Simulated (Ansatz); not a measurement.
Input file:

```
crystal:
  periodic: [false, false, false]
  atoms:
    - {symbol: S, position_ang: [-0.790580, -1.852417, -0.114185]}
    - {symbol: O, position_ang: [-0.689878, -0.458180, 0.761344]}
    - {symbol: Ge, position_ang: [0.563085, 0.717983, 0.201438]}
    - {symbol: H, position_ang: [-1.657862, -1.443403, -1.065867]}
    - {symbol: H, position_ang: [0.177198, 1.163591, -1.217492]}
    - {symbol: H, position_ang: [0.473180, 1.860913, 1.219355]}
    - {symbol: H, position_ang: [1.924847, 0.011514, 0.215418]}
basis:
  gaussian: {orbitals: def2-TZVPP}
hamiltonian: {xc: pbe0, dispersion: d4}
output: {orbitals: {seedname: orbitals}}
```

Launched as:

```sh
ansatz run in.yaml --threads 2 --pin off --events-out ev --progress --plain --max-ram 4352MiB
```

Geometry: PBE0-D4/def2-TZVP.

Theory: RKS PBE0-D4/def2-TZVPP (Ansatz 0.2.0).

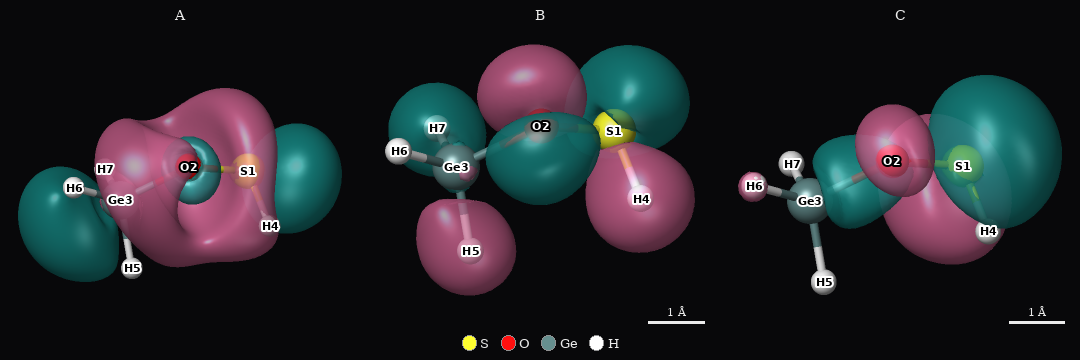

GeH4OS. Three frontier orbitals at ±0.08 Å⁻³ᐟ² (teal and pink are the two phases), in no order.

Order the three orbitals by energy and name them.

Answer. B is the HOMO−1 (−8.48 eV). It lies mainly on O2 (about 50 %), S1 (about 25 %), Ge3 (about 10 %) and H4 (about 10 %). C is the HOMO (−6.67 eV). By Hirshfeld shares it lies mainly on S1 (about 75 %) and O2 (about 15 %); largely a lone pair of S1. A is the LUMO (−0.89 eV). Its weight (Hirshfeld) is mainly on S1 (about 45 %), Ge3 (about 30 %) and O2 (about 15 %).

What is the HOMO–LUMO gap?

Answer. 5.78 eV between the orbital energies.
